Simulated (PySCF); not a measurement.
# C₃H₈N₂, SMILES `C#N.CNC`: electronic structure

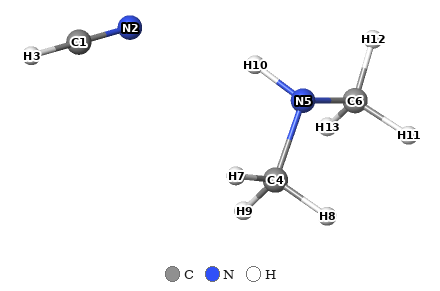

The molecule, with its atoms numbered as below.

Geometry (Å), atoms numbered from 1:

```
C1      -3.0180   -0.0173   -0.0074
N2      -2.0795    0.6225   -0.0721
H3      -3.8909   -0.6134    0.0534
C4       0.9066   -1.2559   -0.0666
N5       1.0338    0.1135    0.3858
C6       2.2293    0.7576   -0.1158
H7      -0.0167   -1.6768    0.3279
H8       1.7465   -1.8302    0.3258
H9       0.9027   -1.3591   -1.1632
H10      0.2165    0.6434    0.0960
H11      3.0987    0.2265    0.2734
H12      2.2590    1.7841    0.2453
H13      2.2968    0.7671   -1.2154
```

### 1. Bonding charge

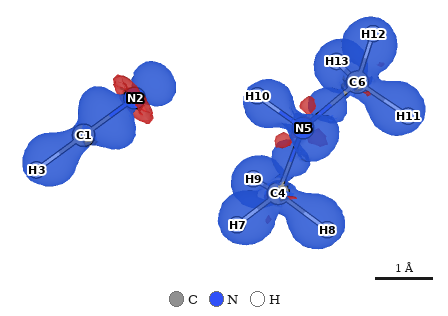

Deformation density (molecule less spherical, spin-averaged free atoms at the same positions), surfaces at ±0.15 e/Å³; blue: gain, red: loss.

Computed with PySCF, PBE/def2-TZVP, geometry: an unrelaxed start of a pair search.

**Describe the bonding that the map shows.**

The five largest and four smallest: C1–N2: +1.02 e/Å³ at the bond critical point (bond length 1.14 Å, Mayer order 3.0). N5–H10: +0.81 e/Å³ at the bond critical point (bond length 1.02 Å, Mayer order 0.9). C1–H3: +0.76 e/Å³ at the bond critical point (bond length 1.06 Å, Mayer order 0.9). C6–H12: +0.70 e/Å³ at the bond critical point (bond length 1.09 Å, Mayer order 1.0). C4–H7: +0.70 e/Å³ at the bond critical point (bond length 1.09 Å, Mayer order 1.0). C4–H9: +0.67 e/Å³ at the bond critical point (bond length 1.10 Å, Mayer order 1.0). C6–H13: +0.67 e/Å³ at the bond critical point (bond length 1.10 Å, Mayer order 1.0). N5–C6: +0.36 e/Å³ at the bond critical point (bond length 1.45 Å, Mayer order 1.0). C4–N5: +0.36 e/Å³ at the bond critical point (bond length 1.45 Å, Mayer order 1.0). In all, 2.7 electrons gather in the regions of gain relative to the promolecule.

**Where do the Hirshfeld charges lie?**

The highest Hirshfeld charge is on H3 (+0.13 e), the lowest on N5 (−0.17 e).

### 2. Bond critical points

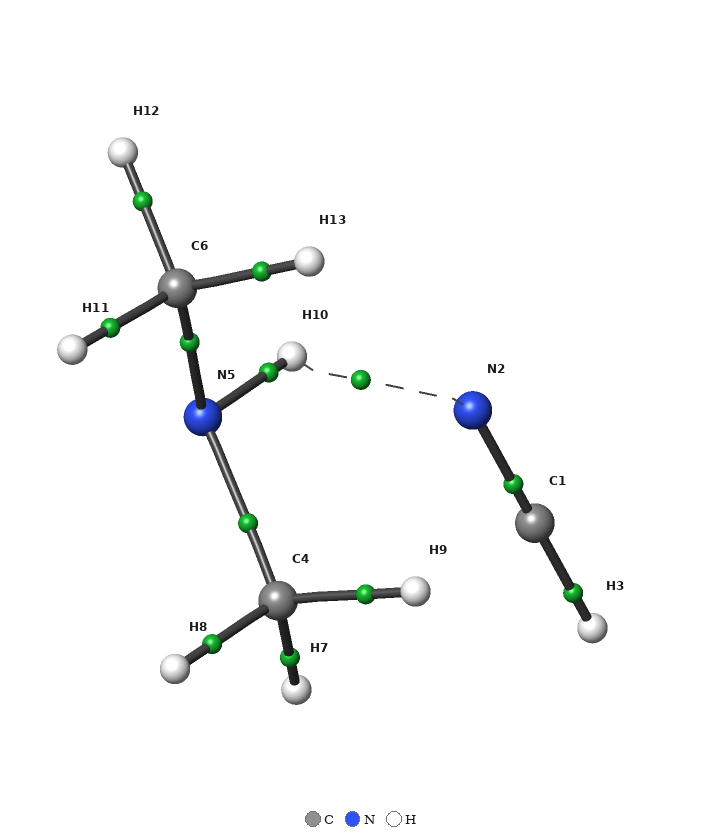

Molecular graph of the electron density (QTAIM): bond paths, bond critical points (green), ring points (magenta, if any); weak paths are dashed.

**How many critical points of each kind are there, and does the count close?**

13 nuclei, 12 bond, 0 ring and 0 cage critical points: 13 − 12 + 0 − 0 = 1, as the Poincaré–Hopf relation requires.

**Tabulate density, Laplacian, ellipticity and energy density at the bond critical points (atomic units).**

| bond | length (Å) | ρ (a.u.) | ∇²ρ (a.u.) | ε | H (a.u.) |
| --- | --- | --- | --- | --- | --- |
| C1–N2 | 1.138 | 0.507 | −0.02 | 0.00 | −1.006 |
| N5–H10 | 1.016 | 0.338 | −1.60 | 0.04 | −0.460 |
| C1–H3 | 1.059 | 0.293 | −1.11 | 0.00 | −0.310 |
| C6–H12 | 1.089 | 0.280 | −0.96 | 0.03 | −0.281 |
| C4–H7 | 1.089 | 0.280 | −0.96 | 0.03 | −0.280 |
| C6–H11 | 1.091 | 0.279 | −0.95 | 0.03 | −0.278 |
| C4–H8 | 1.091 | 0.279 | −0.95 | 0.03 | −0.278 |
| N5–C6 | 1.448 | 0.274 | −0.67 | 0.05 | −0.284 |
| C4–N5 | 1.448 | 0.274 | −0.67 | 0.05 | −0.283 |
| C4–H9 | 1.101 | 0.271 | −0.89 | 0.03 | −0.265 |
| C6–H13 | 1.102 | 0.271 | −0.89 | 0.03 | −0.265 |
| N2–H10 | 2.302 | 0.013 | +0.04 | 0.01 | +0.002 |

**What kind of interaction is C4–N5?**

Shared-shell (covalent): ρ = 0.274, ∇²ρ = −0.67, H = −0.283 a.u.

**Are there bond paths between atoms that aren't covalently bonded?**

Yes: N2–H10 (2.30 Å, ρ = 0.013).

### 3. Electrostatic potential

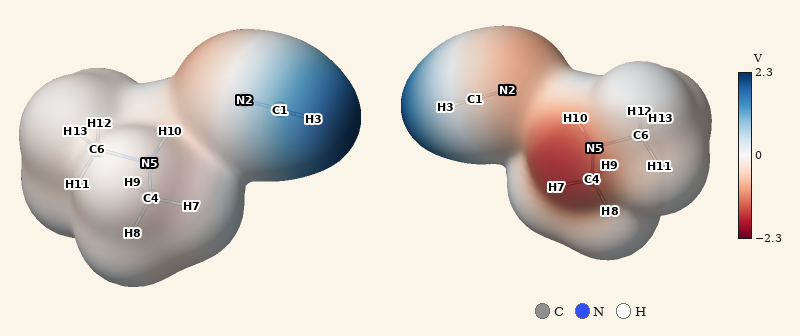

Electrostatic potential on the surface of electron density 0.001 a.u. (back view left, front view right).

**Where are the extremes of the potential on the surface?**

Highest: 2.29 V, 1.2 Å from H3. Further maxima include 0.15 V, 1.4 Å from H8; 0.14 V, 1.4 Å from H12. Lowest: −1.71 V, 2.0 Å from N5. Further minima include −0.86 V, 1.9 Å from N2; −0.27 V, about equally far (1.7 Å) from H11 and H13, over C6 (2.1 Å). The surface is sampled at points, so like sites can differ by a few per cent and only the strongest of them is named.

**What volume does the surface enclose, and what is the dipole moment?**

About 125 Å³; the dipole moment is 3.5 D.

The PySCF run shown took 32 s on 1 thread of Intel(R) Xeon(R) Platinum 8488C (Sapphire Rapids), with other jobs on the host.
